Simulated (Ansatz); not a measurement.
# AlH₂O₂F₃: molecular dynamics (part 3 of 3)

The same run, continued: AlH₂O₂F₃; RKS r2SCAN/def2-SVP (Ansatz 0.2.0). It belongs to a series of runs on one base structure; here: dynamics from the highest image of the converged band.

Geometry of the input (Å):
```
Al -0.6846  0.0321  -0.2513
F  -0.5712  -1.6235  0.8085
F  -1.1903  -0.1715  -1.8150
F  -1.7052  0.8489  0.7677
H  0.3932  -1.3619  0.8036
O  1.1185  -0.3363  -0.1393
O  1.0248  1.1068  0.2450
H  1.6150  1.5054  -0.4193
```

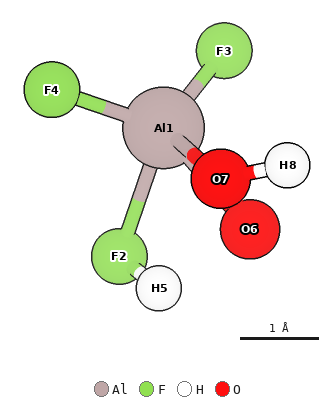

*The geometry at step 117 of the log (ball-and-stick view, seen at a tilt; atoms are numbered from 1 in the order of the input).*

Trajectory as extended XYZ, continued
```
8
Properties=species:S:1:pos:R:3:forces:R:3 step=25 time_fs=12.5 energy=-18859.43729 temperature=54.7
Al   -0.7073    0.0216   -0.2498    0.7605  -0.0241   0.2821
F    -0.5754   -1.6374    0.7829    0.0472   0.0981  -0.2126
F    -1.1973   -0.1903   -1.8064   -0.0898  -0.0428  -0.2857
F    -1.6890    0.8756    0.7652   -0.1699   0.0529   0.1146
H     0.3951   -1.3744    0.7066    0.1124   0.0989   0.2854
O     1.1446   -0.3225   -0.1208   -0.5827  -0.1620  -0.2394
O     1.0325    1.1179    0.2550    0.0246   0.0533  -0.1485
H     1.5897    1.5144   -0.4452   -0.1025  -0.0742   0.2039
8
Properties=species:S:1:pos:R:3:forces:R:3 step=33 time_fs=16.5 energy=-18859.44814 temperature=68.7
Al   -0.7072    0.0178   -0.2455    0.6900   0.0200  -0.0192
F    -0.5739   -1.6399    0.7703   -0.0787   0.0757   0.0215
F    -1.2010   -0.1971   -1.8086   -0.0291  -0.0082  -0.0485
F    -1.6863    0.8851    0.7661   -0.1093  -0.0345   0.0677
H     0.3863   -1.3479    0.7816    0.2120   0.0237  -0.0114
O     1.1442   -0.3206   -0.1207   -0.6813  -0.1274   0.0355
O     1.0328    1.1212    0.2589   -0.2063  -0.1845   0.1178
H     1.5847    1.5009   -0.4387    0.2027   0.2351  -0.1633
8
Properties=species:S:1:pos:R:3:forces:R:3 step=42 time_fs=21.0 energy=-18859.43299 temperature=49.3
Al   -0.7025    0.0137   -0.2408    0.3362   0.0497  -0.2741
F    -0.5721   -1.6417    0.7565    0.4574   0.2520   0.3117
F    -1.2054   -0.2047   -1.8114    0.0639   0.0428   0.2403
F    -1.6842    0.8955    0.7677    0.0243  -0.1648  -0.0477
H     0.3975   -1.3172    0.8583   -0.3974  -0.1731  -0.4190
O     1.1362   -0.3198   -0.1200   -0.5313  -0.0375   0.2755
O     1.0322    1.1237    0.2633    0.2057   0.0674  -0.3570
H     1.5963    1.5137   -0.4369   -0.1588  -0.0367   0.2702
8
Properties=species:S:1:pos:R:3:forces:R:3 step=50 time_fs=25.0 energy=-18859.42989 temperature=45.2
Al   -0.6962    0.0104   -0.2383   -0.0330   0.3726  -0.4977
F    -0.5677   -1.6416    0.7467   -0.3609  -0.1165   0.3477
F    -1.2088   -0.2112   -1.8120    0.1084   0.0570   0.4151
F    -1.6822    0.9033    0.7687    0.1516  -0.3156  -0.1626
H     0.3643   -1.3140    0.8685    0.3724  -0.1195  -0.2435
O     1.1236   -0.3194   -0.1169   -0.2635   0.1909   0.2095
O     1.0326    1.1259    0.2647   -0.2255  -0.1775   0.1916
H     1.5959    1.5284   -0.4098    0.2504   0.1086  -0.2601
8
Properties=species:S:1:pos:R:3:forces:R:3 step=58 time_fs=29.0 energy=-18859.43582 temperature=52.9
Al   -0.6902    0.0092   -0.2384   -0.4608   0.5011  -0.4399
F    -0.5655   -1.6422    0.7397   -0.3447  -0.2058   0.3391
F    -1.2113   -0.2172   -1.8093    0.1235   0.0631   0.4188
F    -1.6790    0.9086    0.7684    0.2358  -0.3896  -0.2451
H     0.3763   -1.3291    0.8395    0.2918  -0.0690  -0.1529
O     1.1086   -0.3174   -0.1118    0.1374   0.2280   0.0695
O     1.0320    1.1272    0.2667    0.2075   0.1909  -0.2082
H     1.6164    1.5477   -0.4019   -0.1905  -0.3187   0.2187
8
Properties=species:S:1:pos:R:3:forces:R:3 step=67 time_fs=33.5 energy=-18859.43722 temperature=54.7
Al   -0.6866    0.0110   -0.2414   -0.8033   0.3709  -0.1349
F    -0.5655   -1.6446    0.7350    0.4310  -0.0442   0.2376
F    -1.2130   -0.2233   -1.8024    0.0912   0.0557   0.2206
F    -1.6731    0.9109    0.7657    0.2282  -0.3441  -0.2407
H     0.4237   -1.3581    0.7785   -0.5632  -0.0147  -0.0662
O     1.0935   -0.3127   -0.1054    0.5466   0.0854  -0.1196
O     1.0323    1.1298    0.2683   -0.2177  -0.1156   0.4116
H     1.6284    1.5289   -0.3795    0.2872   0.0065  -0.3083
8
Properties=species:S:1:pos:R:3:forces:R:3 step=75 time_fs=37.5 energy=-18859.43649 temperature=53.7
Al   -0.6880    0.0151   -0.2450   -0.6321   0.3971  -0.0165
F    -0.5630   -1.6475    0.7329   -0.3925  -0.3385   0.0981
F    -1.2137   -0.2283   -1.7944   -0.0146   0.0087  -0.0627
F    -1.6660    0.9100    0.7613    0.0837  -0.2291  -0.1039
H     0.3993   -1.3867    0.7162    0.2319   0.0981   0.2787
O     1.0853   -0.3075   -0.1009    0.5619  -0.0271  -0.2719
O     1.0319    1.1319    0.2722    0.4220   0.2218  -0.2059
H     1.6624    1.5006   -0.3845   -0.2604  -0.1310   0.2841
8
Properties=species:S:1:pos:R:3:forces:R:3 step=83 time_fs=41.5 energy=-18859.42651 temperature=40.9
Al   -0.6929    0.0212   -0.2487   -0.2242   0.1378   0.1107
F    -0.5631   -1.6528    0.7316   -0.4055  -0.3091   0.0248
F    -1.2146   -0.2332   -1.7869   -0.1220  -0.0309  -0.3681
F    -1.6583    0.9073    0.7562   -0.1477  -0.0116   0.1269
H     0.3990   -1.4012    0.6924    0.2228   0.1255   0.3496
O     1.0823   -0.3026   -0.0988    0.4298  -0.1465  -0.2891
O     1.0342    1.1353    0.2754    0.0152  -0.0823   0.2362
H     1.6765    1.4634   -0.3665    0.2315   0.3172  -0.1910
8
Properties=species:S:1:pos:R:3:forces:R:3 step=92 time_fs=46.0 energy=-18859.42716 temperature=41.8
Al   -0.6998    0.0288   -0.2521    0.3259  -0.3511   0.1471
F    -0.5661   -1.6615    0.7305    0.3557   0.0178   0.0206
F    -1.2168   -0.2391   -1.7820   -0.2009  -0.0448  -0.5948
F    -1.6512    0.9042    0.7517   -0.4187   0.2599   0.4075
H     0.4205   -1.3953    0.7246   -0.5443   0.0818   0.1462
O     1.0839   -0.2989   -0.0997    0.2202  -0.1957  -0.1607
O     1.0385    1.1391    0.2803    0.5534   0.1415  -0.2709
H     1.7095    1.4650   -0.3565   -0.2913   0.0906   0.3049
8
Properties=species:S:1:pos:R:3:forces:R:3 step=100 time_fs=50.0 energy=-18859.44183 temperature=60.6
Al   -0.7041    0.0337   -0.2544    0.7356  -0.4158  -0.0657
F    -0.5670   -1.6695    0.7297   -0.4275  -0.0917   0.1024
F    -1.2204   -0.2446   -1.7827   -0.2256  -0.0450  -0.5768
F    -1.6483    0.9036    0.7511   -0.5393   0.3451   0.5364
H     0.3757   -1.3767    0.7800    0.2956   0.0578   0.0432
O     1.0876   -0.2972   -0.1021    0.0155   0.0918  -0.0314
O     1.0464    1.1432    0.2832   -0.0507  -0.1171   0.1889
H     1.7157    1.4906   -0.3215    0.1965   0.1749  -0.1971
8
Properties=species:S:1:pos:R:3:forces:R:3 step=108 time_fs=54.0 energy=-18859.44050 temperature=58.8
Al   -0.7044    0.0363   -0.2569    0.7332  -0.4394  -0.1661
F    -0.5706   -1.6779    0.7297   -0.1939   0.1220   0.1797
F    -1.2258   -0.2505   -1.7879   -0.1713  -0.0027  -0.3918
F    -1.6497    0.9056    0.7547   -0.4432   0.2614   0.4416
H     0.3603   -1.3507    0.8409    0.1246  -0.0971  -0.1571
O     1.0915   -0.2948   -0.1049   -0.0660   0.2769   0.1005
O     1.0549    1.1467    0.2870    0.1866   0.1045  -0.0744
H     1.7345    1.5337   -0.3007   -0.1699  -0.2256   0.0676
8
Properties=species:S:1:pos:R:3:forces:R:3 step=117 time_fs=58.5 energy=-18859.43448 temperature=51.2
Al   -0.7000    0.0362   -0.2609    0.3324  -0.2908  -0.1189
F    -0.5759   -1.6860    0.7316    0.2829   0.3991   0.2439
F    -1.2334   -0.2571   -1.7973   -0.0518   0.0629  -0.0725
F    -1.6552    0.9103    0.7628   -0.1199  -0.0128   0.1057
H     0.3571   -1.3413    0.8779   -0.2919  -0.2720  -0.3328
O     1.0953   -0.2890   -0.1068   -0.0950   0.3108   0.1782
O     1.0657    1.1513    0.2913   -0.2474  -0.0765   0.2623
H     1.7400    1.5497   -0.2784    0.1907  -0.1208  -0.2658
8
Properties=species:S:1:pos:R:3:forces:R:3 step=125 time_fs=62.5 energy=-18859.44135 temperature=60.0
Al   -0.6939    0.0345   -0.2651   -0.0634   0.0652  -0.0824
F    -0.5794   -1.6903    0.7351   -0.6189   0.0528   0.0434
F    -1.2407   -0.2625   -1.8065    0.0498   0.1018   0.2158
F    -1.6613    0.9144    0.7710    0.2048  -0.3117  -0.2405
H     0.3278   -1.3707    0.8642    0.6447  -0.0346  -0.0330
O     1.0975   -0.2808   -0.1069   -0.2019   0.1853   0.1269
O     1.0740    1.1553    0.2968    0.1017   0.1103  -0.0480
H     1.7580    1.5371   -0.2859   -0.1167  -0.1690   0.0178
8
Properties=species:S:1:pos:R:3:forces:R:3 step=133 time_fs=66.5 energy=-18859.44542 temperature=65.1
Al   -0.6883    0.0329   -0.2697   -0.4939   0.1198   0.1169
F    -0.5862   -1.6935    0.7392    0.3298   0.3180   0.0388
F    -1.2476   -0.2670   -1.8139    0.1533   0.1431   0.4138
F    -1.6658    0.9160    0.7773    0.4540  -0.4933  -0.5083
H     0.3635   -1.4119    0.8379   -0.3133  -0.1026  -0.1265
O     1.0980   -0.2709   -0.1056   -0.2256  -0.1135   0.0990
O     1.0827    1.1600    0.3023    0.1167   0.0465  -0.0356
H     1.7667    1.5047   -0.2972   -0.0210   0.0819   0.0019
8
Properties=species:S:1:pos:R:3:forces:R:3 step=142 time_fs=71.0 energy=-18859.43572 temperature=52.6
Al   -0.6852    0.0320   -0.2742   -0.6370   0.2171   0.2006
F    -0.5915   -1.6945    0.7440    0.0966   0.1388  -0.1134
F    -1.2539   -0.2708   -1.8183    0.2019   0.1494   0.5108
F    -1.6665    0.9131    0.7795    0.5380  -0.5535  -0.6118
H     0.3639   -1.4717    0.7915   -0.1047   0.0602   0.0766
O     1.0958   -0.2611   -0.1032   -0.2622  -0.2811  -0.0197
O     1.0938    1.1658    0.3081    0.2344   0.0683  -0.1431
H     1.7744    1.4838   -0.3113   -0.0670   0.2008   0.1000
8
Properties=species:S:1:pos:R:3:forces:R:3 step=150 time_fs=75.0 energy=-18859.43359 temperature=50.0
Al   -0.6862    0.0325   -0.2769   -0.4790   0.1981   0.1800
F    -0.5956   -1.6941    0.7474   -0.4705  -0.0590  -0.1956
F    -1.2577   -0.2728   -1.8179    0.1863   0.1296   0.4703
F    -1.6626    0.9058    0.7763    0.4219  -0.4468  -0.5055
H     0.3509   -1.5167    0.7596    0.4367   0.1764   0.2167
O     1.0913   -0.2550   -0.1012   -0.2140  -0.1694  -0.1338
O     1.1056    1.1715    0.3122    0.1769   0.0516  -0.1220
H     1.7766    1.4975   -0.3139   -0.0584   0.1193   0.0899
8
Properties=species:S:1:pos:R:3:forces:R:3 step=158 time_fs=79.0 energy=-18859.43900 temperature=57.0
Al   -0.6899    0.0339   -0.2787   -0.1919  -0.1059   0.1462
F    -0.6020   -1.6939    0.7492    0.5905   0.0885  -0.2133
F    -1.2601   -0.2738   -1.8138    0.1374   0.1058   0.3122
F    -1.6554    0.8951    0.7692    0.1570  -0.1786  -0.2300
H     0.3758   -1.5366    0.7584   -0.6512   0.1451   0.1622
O     1.0848   -0.2505   -0.1005   -0.0532   0.0330  -0.1942
O     1.1188    1.1775    0.3155   -0.1108  -0.0768   0.1352
H     1.7739    1.5298   -0.3070    0.1223  -0.0111  -0.1184
8
Properties=species:S:1:pos:R:3:forces:R:3 step=167 time_fs=83.5 energy=-18859.44415 temperature=63.7
Al   -0.6952    0.0349   -0.2798    0.3327  -0.3017  -0.0966
F    -0.6060   -1.6932    0.7492   -0.6721  -0.1392  -0.1922
F    -1.2615   -0.2739   -1.8063    0.0241   0.0440   0.0552
F    -1.6459    0.8814    0.7591   -0.2413   0.1764   0.2046
H     0.3340   -1.5308    0.7884    0.6294   0.2131   0.1845
O     1.0768   -0.2449   -0.1018    0.0064   0.2617  -0.1580
O     1.1331    1.1838    0.3199   -0.0073   0.0063  -0.0289
H     1.7804    1.5572   -0.3089   -0.0719  -0.2605   0.0315
8
Properties=species:S:1:pos:R:3:forces:R:3 step=175 time_fs=87.5 energy=-18859.44753 temperature=67.9
Al   -0.6980    0.0338   -0.2813    0.5520  -0.6055  -0.1558
F    -0.6126   -1.6933    0.7477    0.4234   0.1140  -0.0607
F    -1.2626   -0.2737   -1.7990   -0.0664  -0.0012  -0.2185
F    -1.6395    0.8706    0.7518   -0.5058   0.4594   0.5203
H     0.3462   -1.4953    0.8407   -0.4328   0.0623  -0.0600
O     1.0698   -0.2375   -0.1045    0.0722   0.2304   0.0054
O     1.1454    1.1892    0.3239   -0.2436  -0.1942   0.1756
H     1.7822    1.5464   -0.3121    0.2009  -0.0652  -0.2062
8
Properties=species:S:1:pos:R:3:forces:R:3 step=183 time_fs=91.5 energy=-18859.44612 temperature=66.1
Al   -0.6979    0.0295   -0.2836    0.5114  -0.5790  -0.1287
F    -0.6171   -1.6926    0.7456    0.1655   0.1284  -0.0098
F    -1.2641   -0.2734   -1.7936   -0.1499  -0.0533  -0.4505
F    -1.6369    0.8634    0.7485   -0.5580   0.5350   0.6138
H     0.3181   -1.4491    0.8865   -0.1001  -0.0245  -0.1203
O     1.0634   -0.2280   -0.1071    0.0624   0.0654   0.2002
O     1.1563    1.1932    0.3287    0.2752   0.0141  -0.3830
H     1.8013    1.5205   -0.3328   -0.2065  -0.0862   0.2783
8
Properties=species:S:1:pos:R:3:forces:R:3 step=192 time_fs=96.0 energy=-18859.43669 temperature=53.9
Al   -0.6945    0.0208   -0.2869    0.0542  -0.2762   0.0513
F    -0.6213   -1.6909    0.7429   -0.1780   0.0897  -0.0247
F    -1.2673   -0.2736   -1.7917   -0.1873  -0.0907  -0.5744
F    -1.6393    0.8603    0.7505   -0.3357   0.3678   0.4119
H     0.2837   -1.3984    0.9215    0.3474  -0.0974  -0.0673
O     1.0570   -0.2167   -0.1078    0.1316  -0.1208   0.3489
O     1.1701    1.1972    0.3313   -0.0976  -0.1632  -0.0054
H     1.8100    1.4882   -0.3305    0.2653   0.2909  -0.1403
8
Properties=species:S:1:pos:R:3:forces:R:3 step=200 time_fs=100.0 energy=-18859.43290 temperature=49.2
Al   -0.6911    0.0114   -0.2896   -0.5362  -0.0339   0.2800
F    -0.6259   -1.6884    0.7405    0.6578   0.3841   0.1479
F    -1.2717   -0.2745   -1.7949   -0.1454  -0.0846  -0.5221
F    -1.6442    0.8608    0.7558   -0.0279   0.1327   0.0954
H     0.2953   -1.3710    0.9374   -0.4254  -0.3403  -0.3000
O     1.0527   -0.2077   -0.1049    0.3108  -0.2340   0.3941
O     1.1826    1.1996    0.3324    0.3963   0.1523  -0.4365
H     1.8407    1.4948   -0.3319   -0.2300   0.0237   0.3412
```

Key numbers

```csv
quantity,value
outcome,finished
mean temperature over the second half,58 K
trajectory,"200 steps, 100 fs"
ensemble,nve
temperature in the input,100.0 K
time step,0.5 fs
potential energy (last step),−18859.4329 eV
mean-field energy (last step),−18859.4329 eV
largest force (length of the vector) (last step),0.776 eV/Å
hardware,"2 threads of Arm Neoverse V1, 24 GiB of memory available, shared host"
wall time,11 min (CPU time 22 min)
peak memory,0.16 GiB
```

Remarks

So short a trajectory is not equilibrated.
